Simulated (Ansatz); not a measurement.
Consider MgO in the rock salt structure (space group Fm-3m, No. 225; a = 4.214 Å). Axes: x, y, z lie along the cube axes.

Perturbation: compressive biaxial strain of 1.14 % in the plane normal to [111], as in epitaxy on a mismatched substrate; the out-of-plane cell vector and the atoms relax.

All numbers come from PBEsol (Ansatz, a program for electronic structure, PAW, no spin-orbit coupling).

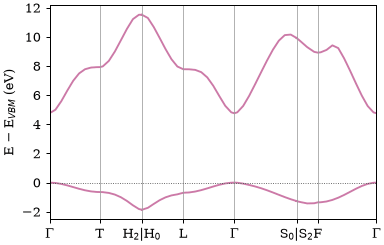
Figure. Highest valence and lowest conduction band along the path of the changed cell's own zone

Problem. From the figure, how large is the changed gap, and is it direct?

Solution. About 4.8 eV, direct at Γ.

No phonon test of stability was made. The base started in P3_121 and relaxed to Fm-3m at this level. Labels are those of the standard path for the cell's own space group.
